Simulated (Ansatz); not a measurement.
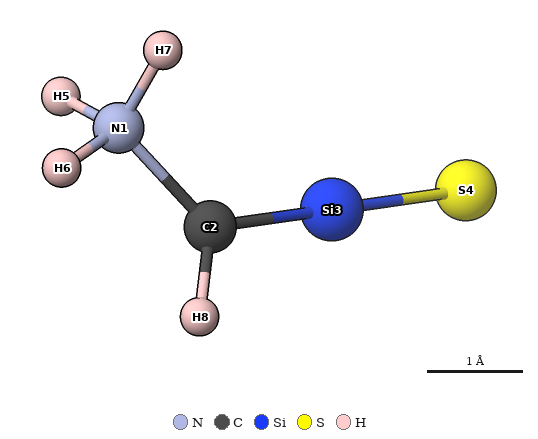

The starting structure (ball-and-stick view, seen at a tilt; atoms are numbered from 1 in the order of the input). Bond lengths as drawn: C–H 1.08 Å, C–N 1.49 Å, C–Si 1.77 Å, H–N 1.03 Å and S–Si 1.96 Å.

Geometry relaxation, with input and output: CH4NSSi (charge +1) (part 1 of 2)

- system: CH4NSSi, charge +1, SMILES [NH3+]C=[Si]=S
- method: RKS PBE0-D4/def2-TZVP (Ansatz 0.2.0)

Figures and captions count atoms from 1; the log counts them from 0 in places.

## Output
```
Functional definition: PBE0
  name "PBE0"
  cite "Adamo & Barone, J. Chem. Phys. 110, 6158 (1999) doi:10.1063/1.478522"
  cite "Perdew, Burke & Ernzerhof, Phys. Rev. Lett. 77, 3865 (1996) doi:10.1103/PhysRevLett.77.3865"
  parent pbe
  parameter a = 0.25
  parameter kappa = 0.804
  parameter beta = 0.06672455060314922
  exchange = (1 - a)*pbe_x(kappa = kappa, mu = beta*pi^2/3) + a*exact_x
  correlation = pbe_c(beta = beta)
1050 factors; their error is unknown
mean field evaluation 1: about -21274.6677 eV, gradient 7.7e1 eV
mean field evaluation 2: about -21253.2301 eV, gradient 1.1e2 eV
mean field evaluation 4: about -21287.1002 eV, gradient 1.5e1 eV
mean field evaluation 8: about -21287.7628 eV, gradient 6.0e-2 eV
mean field evaluation 16: about -21287.8098 eV, gradient 2.9e-5 eV
mean field -21287.80980394 eV, -782.3125808992 hartree, gradient 2.9e-5 eV, S^2 0.000000; 0 other end points of the search recorded, 0 dependent functions left out
the calculation of the forces begins
reference -21287.80983137 eV, -782.3125819069 hartree; 23, 23 occupied and 137, 137 virtual orbitals, 1050 factors
relax step   1: F+E_penalty+E_count = -21287.94118048 eV  Δ(F+E_penalty+E_count) = +0.000e0 eV  max|allowed force component| = 1.494e0 eV/Å  Δτ_max = 0.0000 Å  (29 SCF iters, accepted)
these checks for a lower state are left out or cut short: starts, cluster_reference, orbital_swaps, neighbouring_geometries, increment
1050 factors; their error is unknown
mean field -21287.93304020 eV, -782.3171097482 hartree, gradient 1.0e-5 eV, S^2 0.000000; 0 other end points of the search recorded, 0 dependent functions left out
[... from here on the field's lines of each further geometry are left out, up to the last ...]
relax step   2: F+E_penalty+E_count = -21288.06678603 eV  Δ(F+E_penalty+E_count) = -1.256e-1 eV  max|allowed force component| = 1.089e0 eV/Å  Δτ_max = 0.1048 Å  (33 SCF iters, accepted)
relax step   3: F+E_penalty+E_count = -21288.08555702 eV  Δ(F+E_penalty+E_count) = -1.877e-2 eV  max|allowed force component| = 1.672e-1 eV/Å  Δτ_max = 0.0191 Å  (34 SCF iters, accepted)
relax step   4: F+E_penalty+E_count = -21288.08667787 eV  Δ(F+E_penalty+E_count) = -1.121e-3 eV  max|allowed force component| = 7.663e-2 eV/Å  Δτ_max = 0.0073 Å  (35 SCF iters, accepted)
relax step   5: F+E_penalty+E_count = -21288.08716251 eV  Δ(F+E_penalty+E_count) = -4.846e-4 eV  max|allowed force component| = 2.731e-2 eV/Å  Δτ_max = 0.0108 Å  (35 SCF iters, accepted)
relax step   6: F+E_penalty+E_count = -21288.08726457 eV  Δ(F+E_penalty+E_count) = -1.021e-4 eV  max|allowed force component| = 2.975e-2 eV/Å  Δτ_max = 0.0120 Å  (34 SCF iters, accepted)
relax step   7: F+E_penalty+E_count = -21288.08735157 eV  Δ(F+E_penalty+E_count) = -8.700e-5 eV  max|allowed force component| = 8.500e-3 eV/Å  Δτ_max = 0.0043 Å  (35 SCF iters, accepted)
relax step   8: F+E_penalty+E_count = -21288.08735373 eV  Δ(F+E_penalty+E_count) = -2.162e-6 eV  max|allowed force component| = 1.155e-3 eV/Å  Δτ_max = 0.0006 Å  (35 SCF iters, accepted)
relax step   9: F+E_penalty+E_count = -21288.08748459 eV  Δ(F+E_penalty+E_count) = -1.309e-4 eV  max|allowed force component| = 1.168e-2 eV/Å  Δτ_max = 0.0216 Å  (35 SCF iters, accepted)
relax step  10: F+E_penalty+E_count = -21288.08755401 eV  Δ(F+E_penalty+E_count) = -6.942e-5 eV  max|allowed force component| = 1.676e-2 eV/Å  Δτ_max = 0.0061 Å  (35 SCF iters, accepted)
relax step  11: F+E_penalty+E_count = -21288.08936940 eV  Δ(F+E_penalty+E_count) = -1.815e-3 eV  max|allowed force component| = 1.675e-1 eV/Å  Δτ_max = 0.0985 Å  (33 SCF iters, accepted)
relax step  12: F+E_penalty+E_count = -21288.09073383 eV  Δ(F+E_penalty+E_count) = -1.364e-3 eV  max|allowed force component| = 3.759e-1 eV/Å  Δτ_max = 0.1205 Å  (33 SCF iters, accepted)
relax step  13: F+E_penalty+E_count = -21288.09991999 eV  Δ(F+E_penalty+E_count) = -9.186e-3 eV  max|allowed force component| = 3.556e-1 eV/Å  Δτ_max = 0.0529 Å  (34 SCF iters, accepted)
relax step  14: F+E_penalty+E_count = -21288.10904445 eV  Δ(F+E_penalty+E_count) = -9.124e-3 eV  max|allowed force component| = 2.878e-1 eV/Å  Δτ_max = 0.1884 Å  (40 SCF iters, accepted)
relax step  15: F+E_penalty+E_count = -21288.08598747 eV  Δ(F+E_penalty+E_count) = +2.306e-2 eV  max|allowed force component| = 1.041e0 eV/Å  Δτ_max = 0.1638 Å  (39 SCF iters, rejected (line search))
relax step  16: F+E_penalty+E_count = -21288.12240248 eV  Δ(F+E_penalty+E_count) = -1.336e-2 eV  max|allowed force component| = 1.594e-1 eV/Å  Δτ_max = 0.0816 Å  (32 SCF iters, accepted)
relax step  17: F+E_penalty+E_count = -21288.12778559 eV  Δ(F+E_penalty+E_count) = -5.383e-3 eV  max|allowed force component| = 8.344e-2 eV/Å  Δτ_max = 0.0944 Å  (33 SCF iters, accepted)
relax step  18: F+E_penalty+E_count = -21288.12473192 eV  Δ(F+E_penalty+E_count) = +3.054e-3 eV  max|allowed force component| = 1.794e-1 eV/Å  Δτ_max = 0.0549 Å  (34 SCF iters, rejected (line search))
relax step  19: F+E_penalty+E_count = -21288.12875091 eV  Δ(F+E_penalty+E_count) = -9.653e-4 eV  max|allowed force component| = 3.763e-2 eV/Å  Δτ_max = 0.0274 Å  (35 SCF iters, accepted)
relax step  20: F+E_penalty+E_count = -21288.12207306 eV  Δ(F+E_penalty+E_count) = +6.678e-3 eV  max|allowed force component| = 4.109e-1 eV/Å  Δτ_max = 0.0684 Å  (33 SCF iters, rejected (line search))
relax step  21: F+E_penalty+E_count = -21288.12943636 eV  Δ(F+E_penalty+E_count) = -6.855e-4 eV  max|allowed force component| = 3.118e-3 eV/Å  Δτ_max = 0.0342 Å  (33 SCF iters, accepted)
relax step  22: F+E_penalty+E_count = -21288.12965977 eV  Δ(F+E_penalty+E_count) = -2.234e-4 eV  max|allowed force component| = 2.373e-2 eV/Å  Δτ_max = 0.0366 Å  (33 SCF iters, accepted)
relax step  23: F+E_penalty+E_count = -21288.12961497 eV  Δ(F+E_penalty+E_count) = +4.480e-5 eV  max|allowed force component| = 1.815e-2 eV/Å  Δτ_max = 0.0100 Å  (35 SCF iters, rejected (line search))
the calculation of the forces begins
reference -21287.99566622 eV, -782.3194112120 hartree; 23, 23 occupied and 137, 137 virtual orbitals, 1050 factors
relax step  24: F+E_penalty+E_count = -21288.12970121 eV  Δ(F+E_penalty+E_count) = -4.143e-5 eV  max|allowed force component| = 1.407e-3 eV/Å  Δτ_max = 0.0028 Å  (37 SCF iters, accepted)
1050 factors; their error is unknown
mean field evaluation 192: about -21287.8771 eV, gradient 4.9e0 eV
```

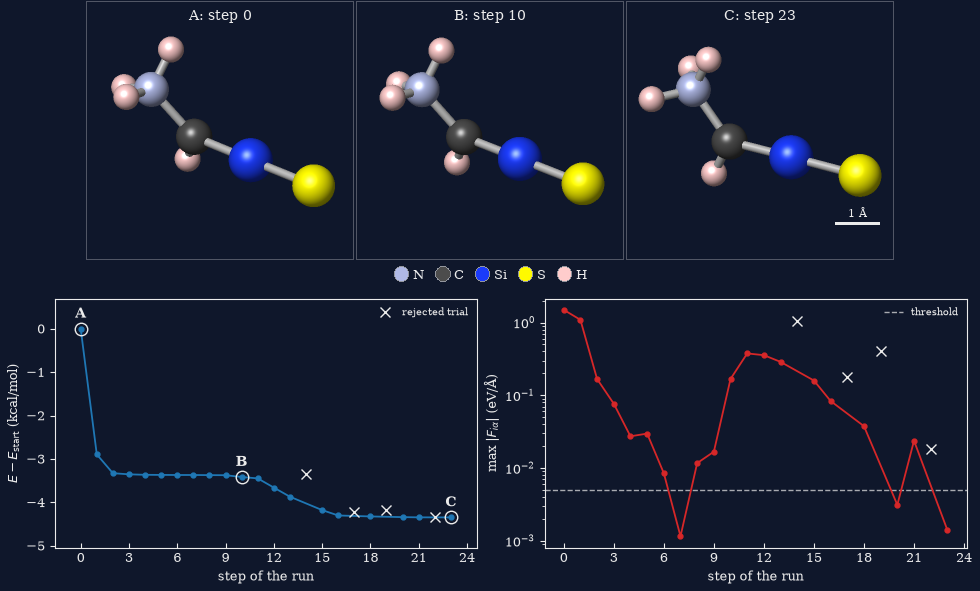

Frames of the relaxation (ball-and-stick view, seen at a tilt) above the curves, on which the letters mark them (the first geometry is step 0 here and step 1 in the log).

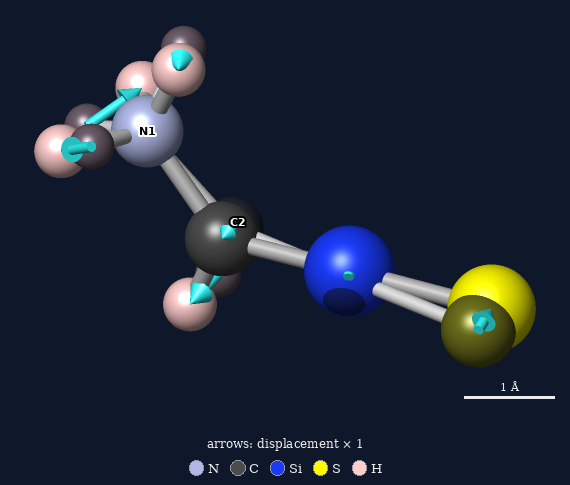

Start (faint) and end (solid) with the displacements as teal arrows, at true length (ball-and-stick view, seen at a tilt). The two geometries are laid on each other by the best rigid fit. The largest move after the best rigid fit is that of H6, 0.76 Å. By element the largest moves are H 0.76 Å, S 0.40 Å, C 0.21 Å, Si 0.09 Å, N 0.05 Å. Among the contacts that change: C2–Si3 1.772 → 1.705 Å, Si3–S4 1.964 → 1.899 Å, N1–C2 1.491 → 1.464 Å, N1–H5 1.029 → 1.021 Å. Among the angles that change: C2–N1–H6 107.7° → 111.7°. After 23 geometry steps the energy has fallen by 4.35 kcal/mol. The largest force component goes from 1.5 to 0.0014 eV/Å. The line search rejected the trial steps at points 14, 17, 19, 22 (counted from 0) and went back. (Atoms are counted from 1 in the order of the input.)

```
mean field -21287.99563854 eV, -782.3194101948 hartree, gradient 8.9e-6 eV, S^2 0.000000; 1 other end points of the search recorded, 0 dependent functions left out
the calculation of the forces begins
reference -21287.99566622 eV, -782.3194112120 hartree; 23, 23 occupied and 137, 137 virtual orbitals, 1050 factors
Total energy: -21288.12972889 eV, -782.3243379240 hartree
Atom 0 at     0.252269     1.058634     0.292662 Å, force    -0.000569    -0.001407     0.000261 eV/Å
Atom 1 at    -0.213266    -0.324256     0.412584 Å, force    -0.000244    -0.000212     0.000461 eV/Å
Atom 2 at    -0.266349    -1.532671    -0.788426 Å, force    -0.000052     0.000329    -0.000233 eV/Å
Atom 3 at    -0.332445    -2.889859    -2.115552 Å, force    -0.000006    -0.000083     0.000070 eV/Å
Atom 4 at     0.575734     1.288183    -0.648339 Å, force     0.000337     0.000438    -0.000009 eV/Å
Atom 5 at    -0.490657     1.729187     0.516419 Å, force     0.000089     0.000281    -0.000211 eV/Å
Atom 6 at     1.036457     1.250958     0.924912 Å, force    -0.000073     0.000245    -0.000013 eV/Å
Atom 7 at    -0.561744    -0.580176     1.405741 Å, force     0.000518     0.000409    -0.000325 eV/Å
Dipole moment:     0.311895     1.698437     0.813171 e Å
```

## Trajectory as extended XYZ (Å, eV, eV/Å), 24 frames, from step=1 to step=24
```
8
Properties=species:S:1:pos:R:3:forces:R:3 step=1 energy=-21287.94118
N     0.2952    1.0749    0.3056   -0.1486  -0.6029  -0.2117
C    -0.4057   -0.2406    0.3491    0.4153  -0.9006  -1.0488
Si   -0.1983   -1.6029   -0.7657    0.0123  -0.0272  -0.0447
S     0.0266   -3.1068   -2.0093   -0.2294   1.4937   1.2354
H     0.0935    1.5979   -0.5567    0.0509  -0.0009   0.2721
H    -0.0405    1.6342    1.0974    0.1430  -0.0001  -0.1880
H     1.3158    0.9833    0.3958   -0.2381   0.1352   0.0522
H    -1.0866   -0.3400    1.1838   -0.0055  -0.0972  -0.0665
8
Properties=species:S:1:pos:R:3:forces:R:3 step=2 energy=-21288.06679
N     0.2941    1.0518    0.2929   -0.1624  -0.3513  -0.0255
C    -0.3995   -0.2559    0.3411    0.2658  -0.3832  -0.5537
Si   -0.1931   -1.5817   -0.7564   -0.1927   1.0886   0.9270
S     0.0197   -3.0201   -1.9509    0.0696  -0.4814  -0.3956
H     0.0941    1.5810   -0.5611    0.0130   0.0324   0.0793
H    -0.0376    1.6168    1.0781    0.0619   0.0513  -0.0486
H     1.3111    0.9741    0.3897   -0.0555   0.0577   0.0307
H    -1.0889   -0.3659    1.1666    0.0003  -0.0141  -0.0135
8
Properties=species:S:1:pos:R:3:forces:R:3 step=3 energy=-21288.08556
N     0.2928    1.0459    0.2911   -0.1141  -0.1672   0.0324
C    -0.3934   -0.2592    0.3361    0.1284   0.0740  -0.1016
Si   -0.1945   -1.5665   -0.7450   -0.0430   0.0465   0.0734
S     0.0165   -3.0186   -1.9481    0.0063  -0.0463  -0.0334
H     0.0938    1.5798   -0.5590    0.0053   0.0294   0.0143
H    -0.0382    1.6131    1.0743    0.0288   0.0471  -0.0080
H     1.3089    0.9760    0.3919    0.0008   0.0255   0.0135
H    -1.0859   -0.3704    1.1587   -0.0124  -0.0090   0.0094
8
Properties=species:S:1:pos:R:3:forces:R:3 step=4 energy=-21288.08668
N     0.2917    1.0456    0.2923   -0.0534  -0.0740   0.0175
C    -0.3884   -0.2594    0.3319    0.0568   0.0766  -0.0168
Si   -0.1954   -1.5678   -0.7457   -0.0127  -0.0315  -0.0123
S     0.0123   -3.0244   -1.9468   -0.0035   0.0007   0.0087
H     0.0937    1.5833   -0.5556    0.0047   0.0179  -0.0029
H    -0.0393    1.6137    1.0750    0.0075   0.0197   0.0021
H     1.3079    0.9806    0.3954    0.0109   0.0119   0.0032
H    -1.0826   -0.3714    1.1536   -0.0104  -0.0212   0.0006
8
Properties=species:S:1:pos:R:3:forces:R:3 step=5 energy=-21288.08716
N     0.2910    1.0467    0.2938   -0.0010   0.0056   0.0047
C    -0.3833   -0.2586    0.3270    0.0052   0.0273   0.0119
Si   -0.1954   -1.5692   -0.7487    0.0048  -0.0209  -0.0229
S     0.0060   -3.0324   -1.9432   -0.0064   0.0076   0.0145
H     0.0945    1.5890   -0.5520    0.0008   0.0003  -0.0060
H    -0.0413    1.6140    1.0769   -0.0055  -0.0038   0.0038
H     1.3076    0.9866    0.3991    0.0057  -0.0016  -0.0021
H    -1.0791   -0.3761    1.1471   -0.0036  -0.0146  -0.0039
8
Properties=species:S:1:pos:R:3:forces:R:3 step=6 energy=-21288.08726
N     0.2913    1.0488    0.2948   -0.0098   0.0067   0.0171
C    -0.3806   -0.2576    0.3242    0.0291   0.0173  -0.0258
Si   -0.1901   -1.5658   -0.7538   -0.0107  -0.0297  -0.0074
S    -0.0020   -3.0392   -1.9373    0.0019   0.0042   0.0011
H     0.0949    1.5927   -0.5500    0.0007  -0.0012  -0.0032
H    -0.0436    1.6134    1.0788   -0.0037   0.0000   0.0040
H     1.3078    0.9904    0.4016    0.0022  -0.0015  -0.0016
H    -1.0776   -0.3828    1.1416   -0.0096   0.0042   0.0158
8
Properties=species:S:1:pos:R:3:forces:R:3 step=7 energy=-21288.08735
N     0.2913    1.0499    0.2956    0.0021   0.0085   0.0021
C    -0.3781   -0.2572    0.3216    0.0022  -0.0010  -0.0036
Si   -0.1909   -1.5677   -0.7549   -0.0012  -0.0006   0.0009
S    -0.0044   -3.0426   -1.9365    0.0000   0.0000  -0.0002
H     0.0954    1.5949   -0.5489    0.0007  -0.0019   0.0008
H    -0.0459    1.6125    1.0802   -0.0002  -0.0027  -0.0022
H     1.3080    0.9931    0.4033   -0.0015  -0.0008  -0.0004
H    -1.0754   -0.3829    1.1395   -0.0021  -0.0015   0.0026
```
